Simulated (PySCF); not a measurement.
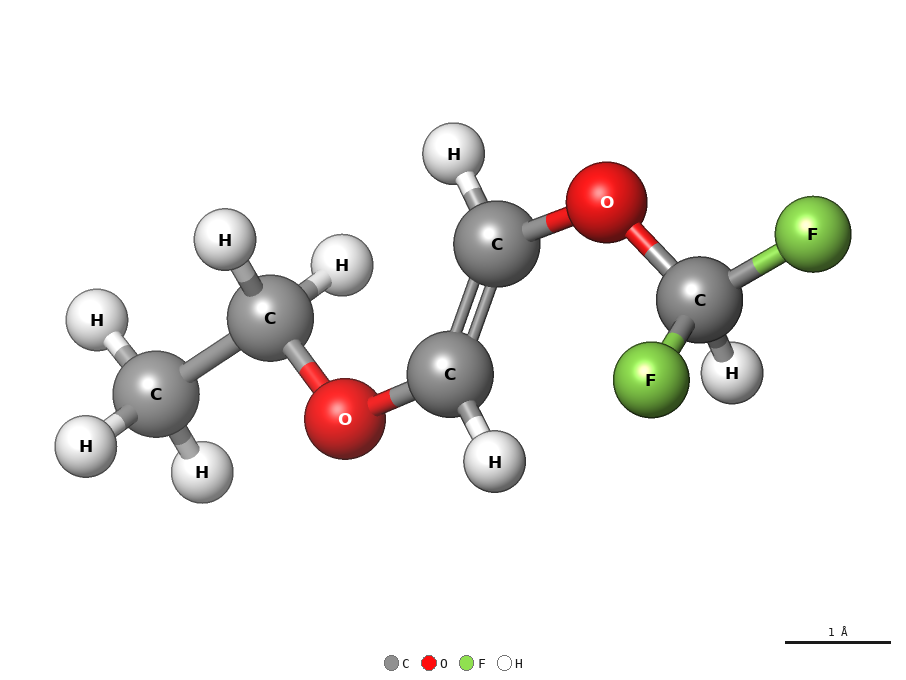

Ball-and-stick drawing of a structure. Multiple sticks mark multiple bonds (one Kekulé form).

The computed structure is the end point of a GFN2-xTB optimisation. No frequency run is at hand to confirm it as a minimum.

Identify the structure.

It has 17 atoms: 5 carbon, 8 hydrogen, 2 fluorine and 2 oxygen (C₅H₈F₂O₂). Its SMILES string is `CCO/C=C/OC(F)F`. It has no ring. Among its groups: ether, alkene, C–F bond. The point group is C1. Coordination: 3 C tetrahedral; 2 O bent; 2 C trigonal planar.

The parts below concern this one geometry. Atoms keep their numbers from picture to picture.

## Shape

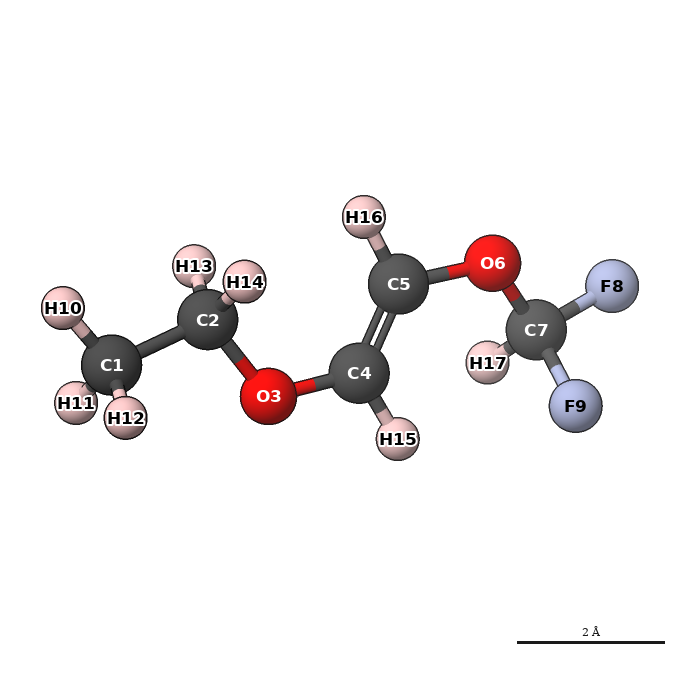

Numbered structure. No frequency run is at hand to confirm it as a minimum.

Give these bond angles: C1–C2–O3, C1–C2–H14, C2–C1–H10, C2–C1–H11, C2–O3–C4, O3–C2–H14, O3–C4–C5, C4–C5–O6, C5–C4–H15, C5–O6–C7, F8–C7–F9, F9–C7–H17.

| angle | degrees |
| --- | --- |
| C1–C2–O3 | 107.9 |
| C1–C2–H14 | 110.6 |
| C2–C1–H10 | 109.9 |
| C2–C1–H11 | 109.9 |
| C2–O3–C4 | 118.3 |
| O3–C2–H14 | 109.6 |
| O3–C4–C5 | 127.1 |
| C4–C5–O6 | 125.3 |
| C5–C4–H15 | 122.9 |
| C5–O6–C7 | 118.0 |
| F8–C7–F9 | 105.7 |
| F9–C7–H17 | 106.7 |

## Quadrupole coupling

No frequency run is at hand to confirm it as a minimum. Electric field gradients from the ground-state density, PBE0/pcSseg-1 (PySCF 2.14.0), non-relativistic apart from any core potentials.

Give the largest field-gradient component, the quadrupole coupling constant and the asymmetry for 17O at O3 (Q = −25.6 mb), 17O at O6 (Q = −25.6 mb), 2H at H10 (Q = 2.86 mb), 2H at H11 (Q = 2.86 mb).

| atom | V_zz (a.u.) | e²qQ/h (MHz) | η |
| --- | --- | --- | --- |
| O3 | 1.878 | −11.30 | 0.72 |
| O6 | 1.898 | −11.42 | 0.76 |
| H10 | 0.317 | 0.213 | 0.03 |
| H11 | 0.315 | 0.212 | 0.03 |

## Electronic properties

No frequency run is at hand to confirm it as a minimum. Properties computed with PBE0/pcSseg-1, gas phase (PySCF 2.14.0).

Question: Give the LUMO energy (Kohn–Sham orbital) at this level.

Answer: 0.74 eV.

Question: Give the HOMO energy (Kohn–Sham orbital) at this level.

Answer: −6.72 eV.

Question: Give the dipole moment at this level.

Answer: 3.54 D.

## NMR shielding

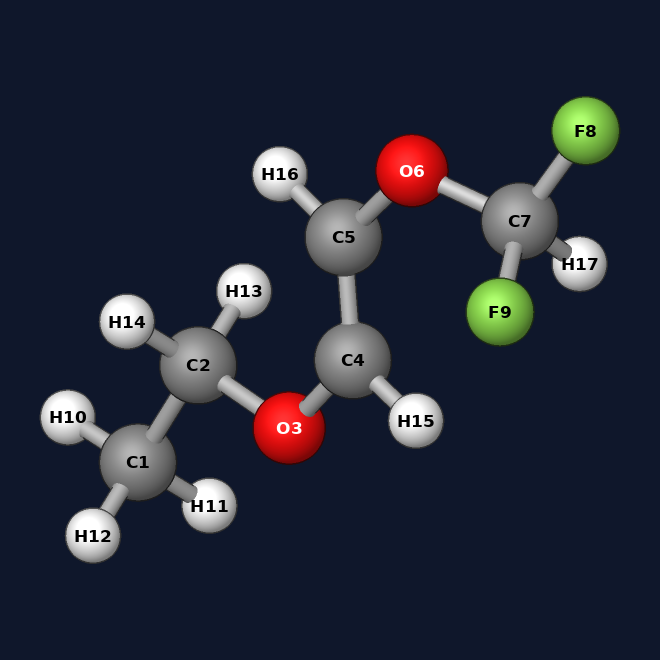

No frequency run is at hand to confirm it as a minimum. Method: GIAO PBE0/pcSseg-1 NMR shielding, non-relativistic, gas phase (PySCF 2.14.0). Principal shieldings σ11 ≤ σ22 ≤ σ33, span Ω = σ33 − σ11, skew κ = 3(σiso − σ22)/Ω.

Give the shielding tensors of the F atoms.

```csv
atom,σ11,σ22,σ33,σiso,Ω,κ
F8,175.6,293.9,347.7,272.4,172.1,−0.37
F9,188.8,251.9,353.0,264.6,164.3,0.23
```

Shieldings and span in ppm.

## Bond orders

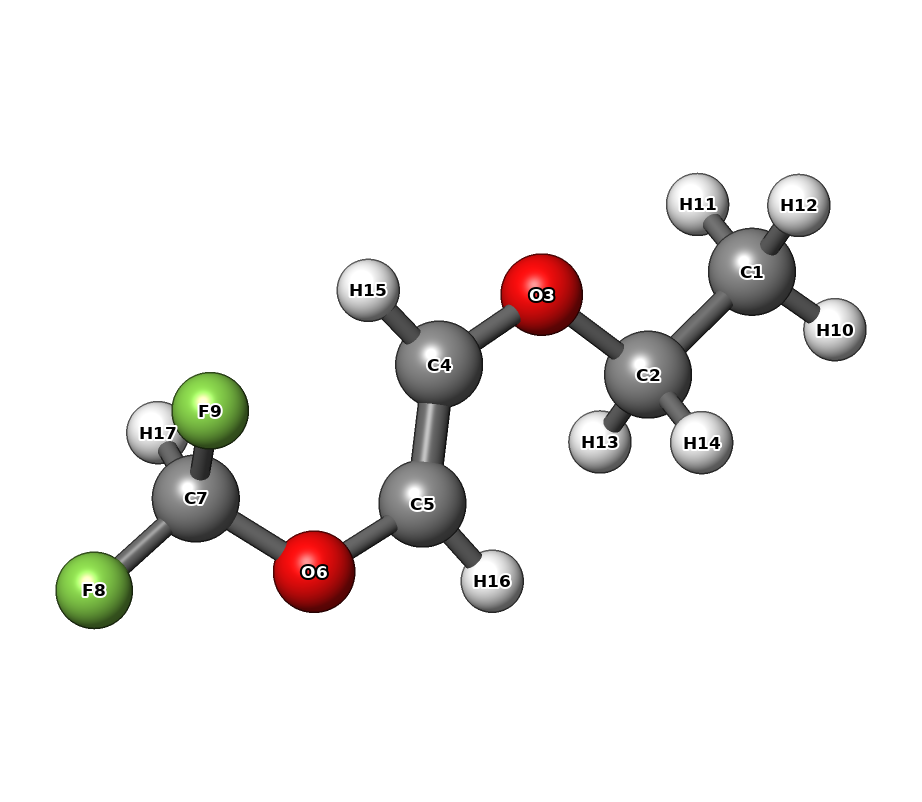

The thickness of each stick grows with its Mayer bond order. No frequency run is at hand to confirm it as a minimum. Computed with PBE0/pcSseg-1 (PySCF 2.14.0).

Question: Which bond between heavy atoms has the highest Mayer bond order?

Answer: C4–C5, 1.77, at a length of 1.329 Å.

List the Mayer bond orders of C1–C2, C2–O3, O3–C4, C4–C5, C5–O6, O6–C7, C7–F8, C7–F9 (bonds between heavy atoms, one of each equivalent set).

| bond | Mayer order | length (Å) |
| --- | --- | --- |
| C1–C2 | 1.07 | 1.520 |
| C2–O3 | 0.87 | 1.418 |
| O3–C4 | 1.05 | 1.347 |
| C4–C5 | 1.77 | 1.329 |
| C5–O6 | 0.91 | 1.393 |
| O6–C7 | 1.04 | 1.343 |
| C7–F8 | 1.02 | 1.340 |
| C7–F9 | 0.95 | 1.362 |
